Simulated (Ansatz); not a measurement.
# CH5FOSn (SMILES [CH3][SnH]([OH])[F]): HSE06/def2-SVP (core potential)

Aim: the vertical ionisation energy of CH5FOSn at HSE06/def2-SVP (core potential), from 2 runs. 

Program for the calculation: Ansatz 0.2.0.

116 further runs of the same task are left out: 116 set aside as unsound or not needed.

## Step 1: Starting point

The species is CH5FOSn (9 atoms), meant as a singlet with charge 0. As SMILES, `[CH3][SnH]([OH])[F]`. The shape is that of a PBE0-D4/def2-TZVP optimisation. This is one conformer, not always the lowest.

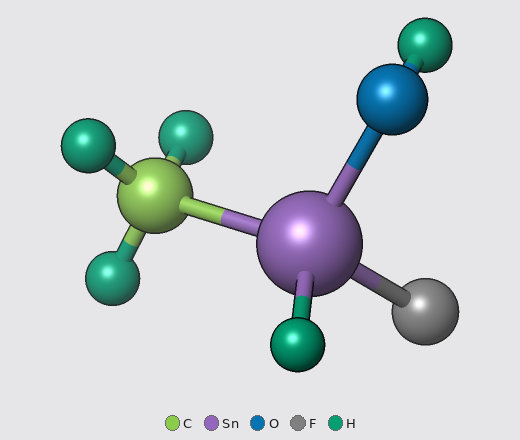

Viewed from a chosen angle; carbon green, tin purple, oxygen blue, fluorine grey, hydrogen teal.

## Step 2: A single-point energy at HSE06/def2-SVP (core potential)

job.yaml reads:

```yaml
crystal:
  periodic: [false, false, false]
  atoms:
    - symbol: C
      position_ang: [-0.348000, 1.320900, -0.172600]
    - symbol: Sn
      position_ang: [-0.271200, -0.757400, 0.237600]
    - symbol: O
      position_ang: [1.527400, -1.346400, 0.725000]
    - symbol: F
      position_ang: [-0.613200, -1.596000, -1.464600]
    - symbol: H
      position_ang: [-1.361700, 1.603400, -0.455800]
    - symbol: H
      position_ang: [-0.043600, 1.885400, 0.708500]
    - symbol: H
      position_ang: [0.329800, 1.539100, -0.997600]
    - symbol: H
      position_ang: [-1.308700, -1.477000, 1.371800]
    - symbol: H
      position_ang: [2.177700, -1.218400, 0.030600]
basis:
  gaussian: {orbitals: def2-SVP}
hamiltonian: {xc: hse06}
output: {orbitals: {seedname: orbitals}}
accuracy: high
```

The run is started by

```sh
$ ansatz run job.yaml --threads 1 --pin off --max-ram 3480MiB --events-out events.jsonl --progress --plain --runs-dir runs
```

The log of the run:

```text
Warning: RAYON_NUM_THREADS=1 ignored (pool sized by the plan → 1); use --threads N
Functional definition: HSE06
  name "HSE06"
  parameter a = 0.25
  parameter omega = 0.11/bohr
  exchange = pbe_x - a*pbe_x_sr(omega) + a*exact_x_sr(omega)
  correlation = pbe_c
2210 factors; integrals over basis functions are off by at most 3.4e-9 eV
100 factors; integrals over basis functions are off by at most 1.6e-9 eV
mean field evaluation 1: about -11693.4746 eV, gradient 7.2e1 eV
mean field evaluation 2: about -11674.9134 eV, gradient 1.2e2 eV
mean field evaluation 4: about -11703.4954 eV, gradient 6.6e0 eV
mean field evaluation 8: about -11703.7445 eV, gradient 5.2e-1 eV
mean field evaluation 16: about -11703.7450 eV, gradient 3.1e-5 eV
mean field -11703.74504059 eV, -430.1046971582 hartree, gradient 6.3e-8 eV, S^2 0.000000; 0 other end points of the search recorded, 0 dependent functions left out
reference -11703.74504458 eV, -430.1046973052 hartree; 25, 25 occupied and 68, 68 virtual orbitals, 2210 factors
Total energy: -11703.74504458 eV, -430.1046973052 hartree
```

Run time: 11 s. Hardware: 1 thread of Arm Neoverse V1, shared host; peak memory 0.35 GiB.

## Step 3: The doublet cation at the same level

job.yaml reads:

```yaml
basis:
  gaussian:
    orbitals: def2-SVP
crystal:
  periodic: [false, false, false]
  atoms:
    - {symbol: C, position_ang: [-0.348000, 1.320900, -0.172600]}
    - {symbol: Sn, position_ang: [-0.271200, -0.757400, 0.237600]}
    - {symbol: O, position_ang: [1.527400, -1.346400, 0.725000]}
    - {symbol: F, position_ang: [-0.613200, -1.596000, -1.464600]}
    - {symbol: H, position_ang: [-1.361700, 1.603400, -0.455800]}
    - {symbol: H, position_ang: [-0.043600, 1.885400, 0.708500]}
    - {symbol: H, position_ang: [0.329800, 1.539100, -0.997600]}
    - {symbol: H, position_ang: [-1.308700, -1.477000, 1.371800]}
    - {symbol: H, position_ang: [2.177700, -1.218400, 0.030600]}
total_charge: 1
magnetization:
  spin_polarized: true
  initial_magnetization: 1
hamiltonian:
  xc: hse06
accuracy: high
output: {orbitals: {seedname: orbitals}}
```

The run is started by

```sh
$ ansatz run job.yaml --threads 1 --pin off --max-ram 3480MiB --events-out events.jsonl --progress --plain --runs-dir runs
```

The log of the run, cut to the lines that bear on the results:

```text
Warning: RAYON_NUM_THREADS=1 ignored (pool sized by the plan → 1); use --threads N
[... 6 set-up lines as earlier in the session ...]
2211 factors; integrals over basis functions are off by at most 3.4e-9 eV
100 factors; integrals over basis functions are off by at most 1.6e-9 eV
mean field evaluation 1: about -11670.4633 eV, gradient 7.3e1 eV
mean field evaluation 2: about -11556.0098 eV, gradient 1.6e2 eV
mean field evaluation 4: about -11686.5572 eV, gradient 3.6e1 eV
mean field evaluation 8: about -11693.1065 eV, gradient 7.5e-1 eV
mean field evaluation 16: about -11693.2707 eV, gradient 4.5e-2 eV
mean field evaluation 32: about -11693.2708 eV, gradient 6.5e-7 eV
mean field -11693.27075498 eV, -429.7197742620 hartree, gradient 2.9e-8 eV, S^2 0.762198; 4 other end points of the search recorded, 0 dependent functions left out
reference -11693.27075900 eV, -429.7197744096 hartree; 25, 24 occupied and 68, 69 virtual orbitals, 2211 factors
Total energy: -11693.27075900 eV, -429.7197744096 hartree
```

Run time: 26 s. Hardware: 1 thread of Arm Neoverse V1, shared host; peak memory 0.51 GiB.

## Step 4: Outcome

Level: HSE06/def2-SVP (core potential).

```
                                          quantity          value
                     singlet CH5FOSn: total energy  -430.10470 Eh
                      singlet CH5FOSn: HOMO energy       -7.88 eV
                      singlet CH5FOSn: LUMO energy       -0.41 eV
                    singlet CH5FOSn: HOMO–LUMO gap        7.47 eV
                      doublet cation: total energy  -429.71977 Eh
doublet cation: HOMO energy (highest over α and β)      -14.49 eV
 doublet cation: LUMO energy (lowest over α and β)      -13.04 eV
                              doublet cation: ⟨S²⟩          0.762
vertical ionisation energy (to the doublet cation)      10.474 eV
```

What this shows: Removing an electron at fixed nuclei costs 10.47 eV (1011 kJ/mol). −ε(HOMO) before ionisation, 7.88 eV, is 2.59 eV below this ionisation energy.
